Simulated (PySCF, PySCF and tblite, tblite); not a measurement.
**C₃H₆BF₂N: a path driven as rotation about a bond, and NMR exchange, part 1 of 2**

How fast is rotation about a bond in C₃H₆BF₂N (`C=C(BN)C(F)F`), and when do the exchanging lines merge?

Computed with tblite 0.8.0 (tight binding) and PySCF 2.14.0 (DFT, with response routines of our own); each step states its level. Atoms count from 0 throughout.

### Step 1. The molecule as given

13 atoms, charge 0, multiplicity 1; geometry from: force field or distance geometry start.

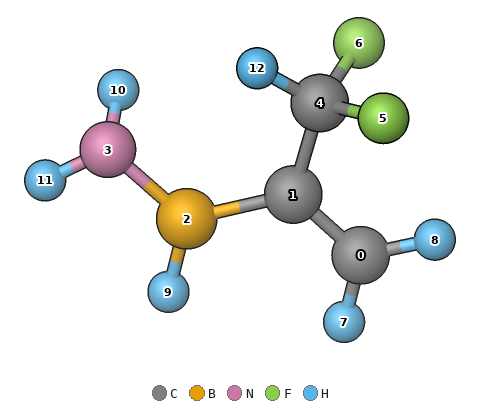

The starting geometry (carbon grey, boron amber, nitrogen pink, fluorine green, hydrogen blue), atoms numbered.

### Step 2. GFN2-xTB relaxation, start minimum

What the job is given:

```
{"job": {"xc": "GFN2-xTB", "basis": "xTB", "kind": "relax"}, "charge": 0, "multiplicity": 1}
C     -1.080500     0.728600     1.325000
C     -0.309400     0.088700     0.442000
B      0.800700     0.889500    -0.345300
N      1.652300     0.223000    -1.414800
C     -0.518600    -1.388300     0.199900
F     -0.624700    -2.074300     1.386900
F     -1.678400    -1.561200    -0.540000
H     -0.963800     1.799900     1.518400
H     -1.864700     0.202200     1.868700
H      0.949800     2.041100    -0.113300
H      1.013500    -0.065400    -2.187800
H      2.295500     0.937400    -1.789200
H      0.323900    -1.820500    -0.368300
```

Launch:

```console
$ OMP_NUM_THREADS=1 python ens_run.py task.json out
```

One launch serves the whole session.

Log:

```text
step      E/eV     max force
  0    -627.72878    3.004
  1    -627.93377    2.024
  2    -628.07184    2.138
  3    -628.13764    1.078
  4    -628.22413    0.981
  5    -628.28692    1.092
  6    -628.34798    1.129
  7    -628.40529    0.603
  8    -628.42949    0.373
  9    -628.44023    0.340
 10    -628.45459    0.453
 11    -628.46444    0.397
 12    -628.47631    0.312
 13    -628.48842    0.317
 14    -628.49392    0.214
 15    -628.49851    0.206
 16    -628.50156    0.175
 17    -628.50394    0.176
 18    -628.50547    0.105
 19    -628.50676    0.097
 20    -628.50788    0.108
 21    -628.50923    0.124
 22    -628.51097    0.120
 23    -628.51296    0.146
 24    -628.51462    0.122
 25    -628.51584    0.103
 26    -628.51676    0.087
 27    -628.51738    0.057
 28    -628.51773    0.039
 29    -628.51792    0.045
 30    -628.51810    0.050
 31    -628.51834    0.048
 32    -628.51864    0.044
 33    -628.51895    0.050
 34    -628.51930    0.053
 35    -628.51977    0.061
 36    -628.52040    0.072
 37    -628.52110    0.070
 38    -628.52178    0.065
 39    -628.52251    0.070
 40    -628.52356    0.079
 41    -628.52511    0.113
 42    -628.52685    0.153
 43    -628.52890    0.173
 44    -628.53164    0.197
 45    -628.53279    0.258
 46    -628.53751    0.173
 47    -628.54133    0.237
 48    -628.54588    0.292
 49    -628.55132    0.220
 50    -628.54894    0.689
 51    -628.56262    0.178
 52    -628.56681    0.126
 53    -628.56920    0.346
 54    -628.57171    0.101
 55    -628.57265    0.091
 56    -628.57552    0.143
 57    -628.57639    0.108
 58    -628.57734    0.107
 59    -628.57918    0.096
 60    -628.58117    0.072
 61    -628.58213    0.068
 62    -628.58264    0.071
 63    -628.58314    0.075
 64    -628.58381    0.075
 65    -628.58492    0.101
 66    -628.58613    0.112
 67    -628.58747    0.095
 68    -628.58842    0.070
 69    -628.58909    0.053
 70    -628.58966    0.067
 71    -628.59017    0.055
 72    -628.59039    0.037
 73    -628.59048    0.021
 74    -628.59055    0.028
 75    -628.59061    0.023
 76    -628.59066    0.018
 77    -628.59070    0.018
 78    -628.59073    0.017
 79    -628.59076    0.013
 80    -628.59078    0.012
 81    -628.59080    0.011
 82    -628.59081    0.009
 83    -628.59082    0.007
 84    -628.59083    0.008
 85    -628.59084    0.008
 86    -628.59084    0.006
 87    -628.59085    0.008
 88    -628.59086    0.007
 89    -628.59086    0.005
 90    -628.59087    0.005
 91    -628.59087    0.005
 92    -628.59088    0.005
 93    -628.59088    0.007
 94    -628.59089    0.009
 95    -628.59090    0.012
 96    -628.59092    0.012
 97    -628.59094    0.012
 98    -628.59097    0.016
 99    -628.59101    0.021
100    -628.59105    0.021
101    -628.59110    0.021
102    -628.59114    0.020
103    -628.59118    0.015
104    -628.59122    0.016
105    -628.59125    0.011
106    -628.59126    0.010
107    -628.59128    0.007
108    -628.59129    0.012
109    -628.59130    0.013
110    -628.59131    0.010
111    -628.59132    0.010
112    -628.59133    0.008
113    -628.59133    0.008
114    -628.59134    0.007
115    -628.59135    0.004
116    -628.59135    0.002
```

Run time: 0.41 s. Hardware: 1 thread of Arm Neoverse V2, shared host.

The energy fell by 0.863 eV, and the atoms moved 0.50 Å (root mean square).

### Step 3. Relaxed scan, rotation

What the job is given:

```
{"job": {"xc": "GFN2-xTB", "basis": "xTB", "coordinate": [["t", [1, 2, 3, 10], 0.25], ["t", [1, 2, 3, 11], 0.25], ["t", [9, 2, 3, 10], 0.25], ["t", [9, 2, 3, 11], 0.25]], "kind": "drive"}, "charge": 0, "multiplicity": 1}
C     -0.988287     0.704198     1.454395
C     -0.275049     0.149751     0.477720
B      0.750533     0.962721    -0.397387
N      1.270478     0.438294    -1.560555
C     -0.445142    -1.322407     0.200650
F     -1.399846    -1.915708     0.961101
F     -0.823562    -1.550778    -1.093311
H     -0.878112     1.748896     1.687085
H     -1.700728     0.151646     2.047269
H      1.079353     2.031206    -0.051363
H      1.001433    -0.450131    -1.950654
H      1.912844     0.937673    -2.152339
H      0.491697    -1.884874     0.359661
```

Log:

```text
point  coordinate     E/eV
  0     15.100     -628.53993
  1     29.300     -628.38913
  2     43.600     -628.15101
  3     58.600     -627.85922
  4     74.500     -627.60334
  5     91.100     -627.49783
  6    107.700     -627.60425
  7    123.500     -627.85373
  8    138.400     -628.16025
  9    152.800     -628.39024
 10    167.000     -628.53747
 11    181.100     -628.58813
```

Run time: 1.4 s. Hardware: 1 thread of Arm Neoverse V2, shared host.

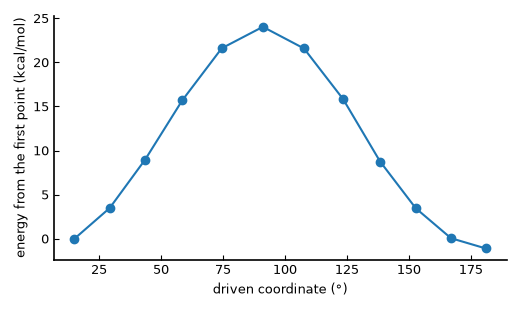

Energy along the scan.

### Step 4. Nudged elastic band, leg 1

Changed since step 3:

```diff
@@ -1,2 +1,2 @@
-{"job": {"xc": "GFN2-xTB", "basis": "xTB", "coordinate": [["t", [1, 2, 3, 10], 0.25], ["t", [1, 2, 3, 11], 0.25], ["t", [9, 2, 3, 10], 0.25], ["t", [9, 2, 3, 11], 0.25]], "kind": "drive"}, "charge": 0, "multiplicity": 1}
+{"job": {"xc": "GFN2-xTB", "basis": "xTB", "kind": "neb"}, "charge": 0, "multiplicity": 1}
 C     -0.988287     0.704198     1.454395
```

Log:

```text
image   E - E0 / eV
  0       0.0000
  1       0.2841
  2       1.0892
  3       0.6237
  4       0.0826
  5       0.0116
  6       0.0000
```

Run time: 1.6 s. Hardware: 1 thread of Arm Neoverse V2, shared host.

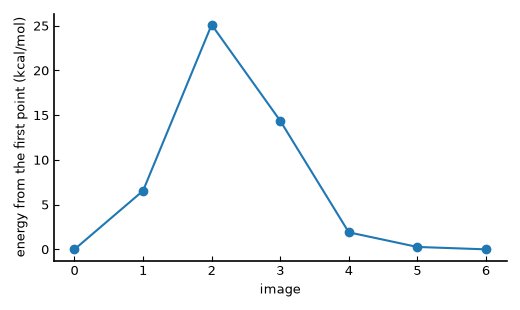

Energy along the band.

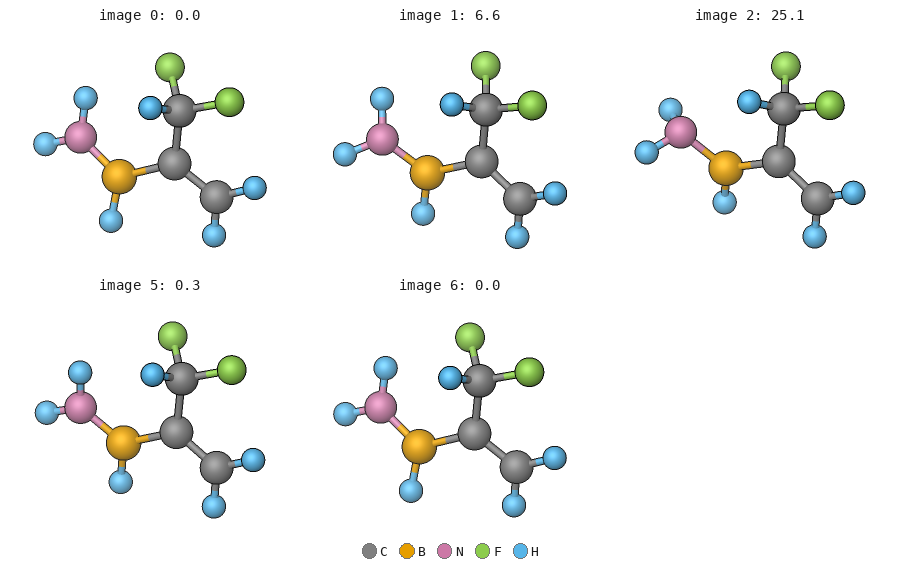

Images along the band, with energies in kcal/mol.

### Step 5. Saddle search, leg 1

What the job is given:

```
{"job": {"xc": "GFN2-xTB", "basis": "xTB", "kind": "saddle"}, "charge": 0, "multiplicity": 1}
C     -0.913921     0.701160     1.528241
C     -0.337582     0.149846     0.459504
B      0.540690     0.930516    -0.573512
N      1.407256     0.162245    -1.455658
C     -0.504112    -1.326198     0.194867
F     -1.251483    -1.964709     1.132817
F     -1.151020    -1.527100    -0.985636
H     -0.800314     1.751613     1.736368
H     -1.497483     0.128960     2.233872
H      0.478029     2.109846    -0.597477
H      1.179132     0.311750    -2.432593
H      2.384528     0.413895    -1.366368
H      0.466279    -1.841824     0.125575
```

Log:

```text
step      E/eV     max force
  0    -627.50216   0.0556
  1    -627.50420   0.1298
  2    -627.50265   0.0409
  3    -627.50434   0.0459
  4    -627.50541   0.0993
  5    -627.50494   0.0102
  6    -627.50563   0.0140
  7    -627.50614   0.0314
  8    -627.50654   0.0412
  9    -627.50692   0.0400
 10    -627.50726   0.0404
 11    -627.50741   0.0122
 12    -627.50744   0.0086
 13    -627.50745   0.0028
lowest wavenumbers (cm-1): -691.8 28.7 83.6 144.4 210.6 288.6
```

Wall time 1.7 s (1 thread of Arm Neoverse V2, shared host).

Point group C1; 1 imaginary mode, 692i cm⁻¹, carried by H11, H10, H9. Steps downhill from it reached both ends.

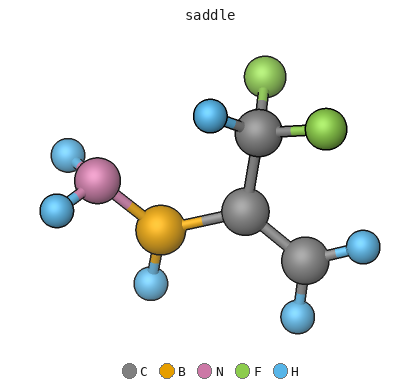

The saddle point.

### Step 6. Saddle search, other pyramid

What the job is given:

```
{"job": {"xc": "GFN2-xTB", "basis": "xTB", "kind": "saddle"}, "charge": 0, "multiplicity": 1}
C     -0.960822     0.706932     1.477613
C     -0.335915     0.143786     0.441936
B      0.573443     0.927363    -0.557709
N      1.441357     0.164344    -1.444325
C     -0.511559    -1.333981     0.188616
F     -0.987734    -2.010136     1.267115
F     -1.427205    -1.535328    -0.801495
H     -0.861374     1.760584     1.676008
H     -1.568695     0.139747     2.166256
H      0.534008     2.107701    -0.552091
H      2.078778    -0.433180    -0.929704
H      0.925982    -0.459178    -2.054837
H      0.425315    -1.813240    -0.130856
```

Log:

```text
step      E/eV     max force
  0    -627.41800   0.3280
  1    -627.45518   0.1431
  2    -627.46784   0.2298
  3    -627.47584   0.1905
  4    -627.47330   0.5227
  5    -627.47974   0.0927
  6    -627.48319   0.0413
  7    -627.48631   0.1650
  8    -627.48484   0.0309
  9    -627.48683   0.0481
 10    -627.48847   0.0549
 11    -627.49029   0.0362
 12    -627.49162   0.1008
 13    -627.49108   0.0164
 14    -627.49188   0.0318
 15    -627.49243   0.0377
 16    -627.49274   0.0191
 17    -627.49277   0.0054
 18    -627.49277   0.0010
lowest wavenumbers (cm-1): -720.1 46.5 68.2 155.1 241.2 291.0
```

Wall time 2.3 s (1 thread of Arm Neoverse V2, shared host).

Point group C1; 1 imaginary mode, 720i cm⁻¹, carried by H10, H11, H9. Steps downhill from it reached both ends.

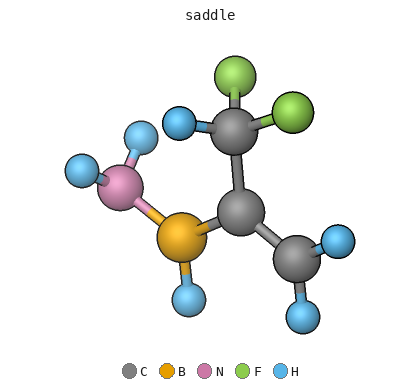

The saddle point.

### Step 7. Shieldings, start: B3LYP/pcSseg-1

What the job is given:

```
{"job": {"kind": "nmr", "xc": "B3LYP", "basis": "pcSseg-1", "pop": false}, "charge": 0, "multiplicity": 1}
C     -0.988287     0.704198     1.454395
C     -0.275049     0.149751     0.477720
B      0.750533     0.962721    -0.397387
N      1.270478     0.438294    -1.560555
C     -0.445142    -1.322407     0.200650
F     -1.399846    -1.915708     0.961101
F     -0.823562    -1.550778    -1.093311
H     -0.878112     1.748896     1.687085
H     -1.700728     0.151646     2.047269
H      1.079353     2.031206    -0.051363
H      1.001433    -0.450131    -1.950654
H      1.912844     0.937673    -2.152339
H      0.491697    -1.884874     0.359661
```

Log:

```text
coarse grid: 11304 points
cycle   1  E = -397.0524635338  dE =  8.133e-01  |g| = 7.886e-01  |ddm| = 3.102e+00
cycle   2  E = -396.9533458144  dE =  9.912e-02  |g| = 1.140e+00  |ddm| = 1.141e+00
cycle   3  E = -397.1622224687  dE = -2.089e-01  |g| = 9.519e-02  |ddm| = 6.696e-01
cycle   4  E = -397.1640251036  dE = -1.803e-03  |g| = 3.944e-02  |ddm| = 1.131e-01
cycle   5  E = -397.1643646981  dE = -3.396e-04  |g| = 1.370e-02  |ddm| = 3.987e-02
cycle   6  E = -397.1644064078  dE = -4.171e-05  |g| = 4.276e-03  |ddm| = 1.199e-02
cycle   7  E = -397.1644108261  dE = -4.418e-06  |g| = 1.067e-03  |ddm| = 3.819e-03
final grid: 111264 points
cycle   8  E = -397.2230169923  dE = -4.123e-05  |g| = 6.397e-03  |ddm| = 2.551e-02
cycle   9  E = -397.2230105563  dE =  6.436e-06  |g| = 8.864e-03  |ddm| = 1.026e-02
cycle  10  E = -397.2230255596  dE = -1.500e-05  |g| = 7.880e-04  |ddm| = 5.706e-03
cycle  11  E = -397.2230256676  dE = -1.080e-07  |g| = 2.203e-04  |ddm| = 7.379e-04
cycle  12  E = -397.2230256772  dE = -9.612e-09  |g| = 6.972e-05  |ddm| = 1.971e-04
cycle  13  E = -397.2230256780  dE = -7.740e-10  |g| = 2.510e-05  |ddm| = 5.820e-05
converged SCF energy = -397.2230256780

GIAO shielding tensors (ppm)
atom      isotropic    diamagn.    paramagn.     s11        s22        s33       span
  0 C       38.873     251.587    -212.714    -79.560     32.462    163.716    243.276
  1 C       27.582     262.493    -234.911    -85.792     17.318    151.221    237.013
  2 B       63.029     194.276    -131.247     27.844     51.050    110.193     82.349
  3 N      149.604     316.422    -166.818     52.848    179.729    216.236    163.388
  4 C       57.134     239.645    -182.512     33.922     57.194     80.285     46.363
  5 F      316.341     472.246    -155.906    208.408    346.179    394.436    186.028
  6 F      298.094     475.346    -177.252    193.837    330.692    369.753    175.917
  7 H       25.677      30.902      -5.225     22.796     25.248     28.987      6.190
  8 H       25.177      30.664      -5.486     21.573     24.138     29.821      8.248
  9 H       27.082      31.317      -4.235     25.927     26.928     28.393      2.467
 10 H       27.168      32.000      -4.833     21.010     27.775     32.718     11.708
 11 H       27.476      29.068      -1.592     22.870     24.854     34.703     11.833
 12 H       25.117      29.054      -3.937     22.240     25.628     27.482      5.242
```

Run time: 10 s. Hardware: 1 thread of Arm Neoverse V2, shared host; peak memory 0.72 GiB.

Key values: HOMO -7.72 eV, LUMO -1.18 eV; dipole 2.16 D.

(Continued in part 2 of 2.)
